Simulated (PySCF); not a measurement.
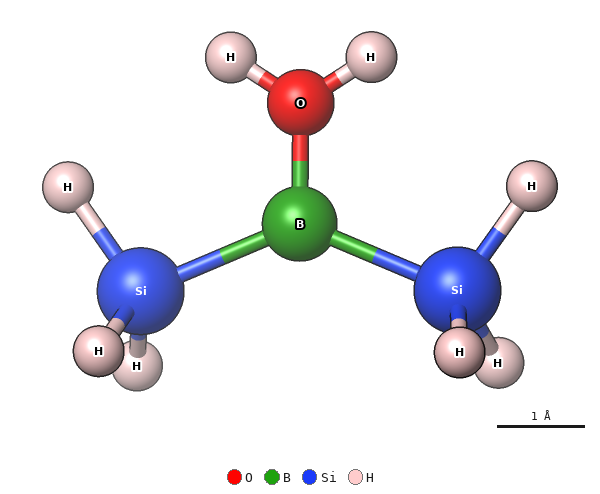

Fig. 1: The starting structure (ball-and-stick view, seen at a tilt).

# BSi$_{2}$H$_{8}$O (charge +1): geometry relaxation

System: BSi$_{2}$H$_{8}$O, charge +1, SMILES [OH2+]B([SiH3])[SiH3].
Method: PBE0-D3(BJ)/def2-SVPD geometry optimisation, gas phase (PySCF 2.14.0).

## What the program printed
```
step   0  E = -682.95113948  max force = 0.029335
step   1  E = -682.95599229  max force = 0.004045
step   2  E = -682.95608144  max force = 0.001794
step   3  E = -682.95614493  max force = 0.000691
step   4  E = -682.95618545  max force = 0.001395
step   5  E = -682.95620040  max force = 0.000910
step   6  E = -682.95620568  max force = 0.000395
optimisation converged
```

## Trajectory as extended XYZ (Å, eV, eV/Å), 7 frames, from step=0 to step=6
```
12
Properties=species:S:1:pos:R:3:forces:R:3 step=0 energy=-18584.04709
O     1.3085   -0.1478    0.7900    1.3954  -0.1590   0.8434
B     0.1173   -0.0132    0.0715   -1.5085   0.1672  -0.9104
Si   -0.5784   -1.7752   -0.6147    0.2720  -0.1387   0.1465
Si   -0.5082    1.8981   -0.0411    0.2690   0.0808   0.1742
H     1.7399   -1.0142    0.9366    0.0409  -0.0460   0.0163
H     1.7737    0.6169    1.1865    0.0396   0.0354   0.0296
H     0.4264   -2.7468   -0.1204    0.2943  -0.2550   0.1490
H    -1.8803   -2.1013   -0.0478   -0.5628   0.0061   0.2910
H    -0.6019   -1.8107   -2.0714    0.0111   0.1344  -0.6135
H     0.5407    2.6392    0.6989    0.3089   0.1878   0.2162
H    -0.5491    2.3725   -1.4181   -0.0036   0.0575  -0.6300
H    -1.7886    2.0824    0.6301   -0.5563  -0.0707   0.2876
12
Properties=species:S:1:pos:R:3:forces:R:3 step=1 energy=-18584.17914
O     1.3567   -0.1587    0.8118   -0.2080   0.0259  -0.1259
B     0.0988   -0.0174    0.0540    0.1418  -0.0176   0.0872
Si   -0.5688   -1.8137   -0.6194   -0.0140   0.0228  -0.0068
Si   -0.5007    1.9213   -0.0360   -0.0145  -0.0193  -0.0113
H     1.7840   -1.0242    0.9533    0.0743  -0.0070   0.0447
H     1.8155    0.6073    1.2048    0.0747  -0.0099   0.0446
H     0.4381   -2.8130   -0.1279   -0.0235   0.0091  -0.0131
H    -1.9099   -2.0591   -0.0203    0.0137  -0.0036  -0.0264
H    -0.5928   -1.7614   -2.1077   -0.0179  -0.0105   0.0230
H     0.5511    2.6892    0.7112   -0.0244  -0.0039  -0.0158
H    -0.5456    2.3215   -1.4697   -0.0160   0.0045   0.0247
H    -1.8232    2.0216    0.6417    0.0138   0.0095  -0.0250
12
Properties=species:S:1:pos:R:3:forces:R:3 step=2 energy=-18584.18157
O     1.3662   -0.1551    0.8179   -0.0766   0.0065  -0.0468
B     0.1094   -0.0233    0.0598    0.0923   0.0037   0.0581
Si   -0.5744   -1.8106   -0.6223    0.0333   0.0030   0.0209
Si   -0.5001    1.9123   -0.0368   -0.0168  -0.0204  -0.0132
H     1.8103   -1.0112    0.9710   -0.0027  -0.0046  -0.0027
H     1.8211    0.6153    1.2092    0.0200  -0.0066   0.0113
H     0.4211   -2.8236   -0.1401   -0.0158  -0.0067  -0.0106
H    -1.9169   -2.0491   -0.0267   -0.0064   0.0080  -0.0065
H    -0.6038   -1.7524   -2.1091   -0.0103   0.0072  -0.0013
H     0.5434    2.6914    0.7074   -0.0025   0.0056  -0.0009
H    -0.5491    2.3098   -1.4699   -0.0086   0.0022  -0.0012
H    -1.8240    2.0100    0.6357   -0.0059   0.0022  -0.0070
12
Properties=species:S:1:pos:R:3:forces:R:3 step=3 energy=-18584.18329
O     1.3781   -0.1545    0.8249    0.0188  -0.0253   0.0078
B     0.1236   -0.0254    0.0682    0.0355   0.0314   0.0255
Si   -0.5728   -1.8043   -0.6203    0.0178  -0.0055   0.0110
Si   -0.5030    1.9045   -0.0395   -0.0059  -0.0086  -0.0047
H     1.8224   -1.0110    0.9778   -0.0223   0.0133  -0.0121
H     1.8383    0.6123    1.2188   -0.0213  -0.0099  -0.0146
H     0.4060   -2.8375   -0.1518    0.0014  -0.0112  -0.0008
H    -1.9189   -2.0290   -0.0287   -0.0147   0.0089   0.0092
H    -0.6103   -1.7332   -2.1058    0.0002   0.0124  -0.0152
H     0.5281    2.7026    0.7004    0.0032   0.0075   0.0032
H    -0.5578    2.2944   -1.4740    0.0004  -0.0051  -0.0152
H    -1.8305    1.9946    0.6258   -0.0131  -0.0078   0.0060
12
Properties=species:S:1:pos:R:3:forces:R:3 step=4 energy=-18584.18440
O     1.3917   -0.1564    0.8325    0.0717  -0.0216   0.0409
B     0.1396   -0.0260    0.0779   -0.0142   0.0215  -0.0070
Si   -0.5706   -1.7957   -0.6176   -0.0100  -0.0096  -0.0067
Si   -0.5062    1.8960   -0.0425   -0.0008   0.0095   0.0017
H     1.8353   -1.0133    0.9845   -0.0246   0.0050  -0.0147
H     1.8556    0.6071    1.2282   -0.0290   0.0028  -0.0175
H     0.3905   -2.8513   -0.1640    0.0037  -0.0028   0.0016
H    -1.9211   -2.0013   -0.0272   -0.0039   0.0041   0.0103
H    -0.6154   -1.7059   -2.1026    0.0067   0.0065  -0.0070
H     0.5091    2.7181    0.6923   -0.0018   0.0049   0.0000
H    -0.5664    2.2713   -1.4812    0.0064  -0.0094  -0.0095
H    -1.8389    1.9710    0.6156   -0.0043  -0.0110   0.0078
12
Properties=species:S:1:pos:R:3:forces:R:3 step=5 energy=-18584.18480
O     1.4009   -0.1569    0.8376    0.0468  -0.0279   0.0245
B     0.1492   -0.0262    0.0837   -0.0270   0.0213  -0.0144
Si   -0.5706   -1.7901   -0.6167   -0.0111  -0.0035  -0.0069
Si   -0.5075    1.8909   -0.0438   -0.0017   0.0097   0.0011
H     1.8417   -1.0153    0.9873   -0.0040   0.0042  -0.0020
H     1.8651    0.6058    1.2334   -0.0156   0.0029  -0.0092
H     0.3809   -2.8575   -0.1713    0.0020  -0.0003   0.0010
H    -1.9228   -1.9842   -0.0249    0.0029   0.0007   0.0057
H    -0.6178   -1.6886   -2.1013    0.0061   0.0013   0.0004
H     0.4968    2.7293    0.6872   -0.0039   0.0025  -0.0017
H    -0.5695    2.2534   -1.4861    0.0050  -0.0052  -0.0028
H    -1.8432    1.9529    0.6107    0.0005  -0.0057   0.0044
12
Properties=species:S:1:pos:R:3:forces:R:3 step=6 energy=-18584.18495
O     1.4049   -0.1600    0.8392    0.0203   0.0067   0.0128
B     0.1526   -0.0250    0.0859   -0.0164  -0.0037  -0.0107
Si   -0.5705   -1.7870   -0.6161   -0.0123   0.0042  -0.0068
Si   -0.5086    1.8903   -0.0443    0.0034   0.0030   0.0031
H     1.8452   -1.0185    0.9883   -0.0014  -0.0038  -0.0016
H     1.8686    0.6028    1.2348    0.0006   0.0009   0.0005
H     0.3780   -2.8583   -0.1737    0.0016   0.0017   0.0011
H    -1.9226   -1.9766   -0.0223    0.0027  -0.0030   0.0007
H    -0.6176   -1.6809   -2.1005    0.0019  -0.0032   0.0017
H     0.4894    2.7376    0.6846   -0.0039   0.0010  -0.0021
H    -0.5706    2.2449   -1.4887    0.0016  -0.0020   0.0009
H    -1.8455    1.9442    0.6088    0.0018  -0.0018   0.0004
```

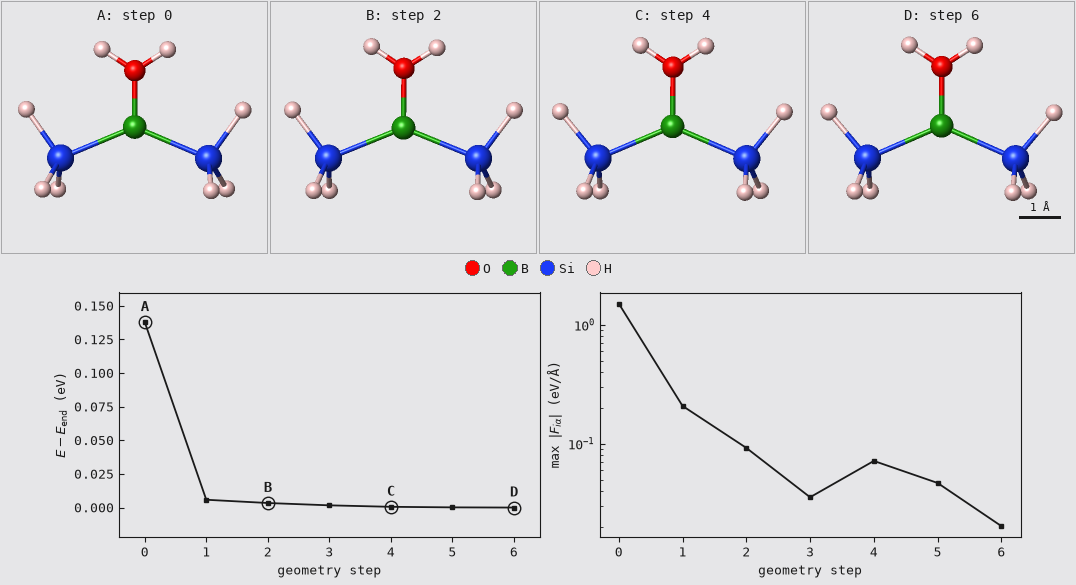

Fig. 2: Frames of the relaxation (ball-and-stick view, seen at a tilt) above the curves, on which the letters mark them (steps are counted from 0).

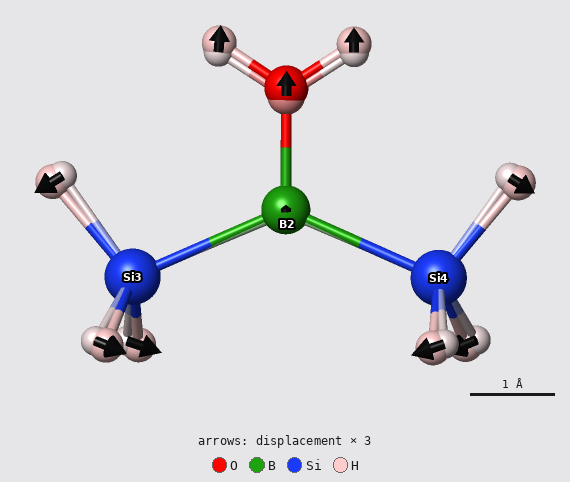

Fig. 3: Start (faint) and end (solid) with the displacements as black arrows, magnified 3 times (ball-and-stick view, seen at a tilt). The two geometries are laid on each other by the best rigid fit. After 6 geometry steps the energy has fallen by 0.138 eV. The largest force component goes from 1.5 to 0.02 eV/Å. The largest moves after the best rigid fit, 0.15 Å, are those of H8, H9 and H12. Largest moves by element: H 0.15 Å, O 0.10 Å, B 0.03 Å, Si 0.01 Å. Among the contacts that change: O1–B2 1.398 → 1.468 Å, Si3–H8 1.457 → 1.489 Å, Si3–H7 1.483 → 1.498 Å, B2–Si3 2.015 → 2.030 Å. Among the angles that change: B2–Si4–H11 111.7° → 107.5°, B2–Si4–H10 103.1° → 106.6°, H10–Si4–H11 109.2° → 111.4°. (Atoms are counted from 1 in the order of the input.)

The run was set up as follows.

## Input file
```
{"job": {"xc": "PBE0", "basis": "def2-SVPD", "d3": "d3bj", "grid": 2, "kind": "geom"}, "charge": 1, "multiplicity": 1}
O      1.308493    -0.147777     0.790015
B      0.117295    -0.013214     0.071475
Si    -0.578405    -1.775183    -0.614663
Si    -0.508240     1.898090    -0.041097
H      1.739921    -1.014159     0.936564
H      1.773715     0.616877     1.186454
H      0.426421    -2.746782    -0.120360
H     -1.880343    -2.101331    -0.047810
H     -0.601855    -1.810734    -2.071442
H      0.540738     2.639238     0.698889
H     -0.549138     2.372547    -1.418091
H     -1.788602     2.082428     0.630065
```

The first line tells a small driver script what to run in PySCF; the rest is the geometry in Å.

Launched with:
```bash
OMP_NUM_THREADS=1 python <driver script> task.json out
```

## Key numbers

| quantity | value |
| --- | --- |
| outcome | converged |
| total energy | −682.956206 hartree |
| point group | C2v |
| hardware | 1 CPU thread, shared host |
| wall time | 72 s |
| peak memory | 0.61 GiB |
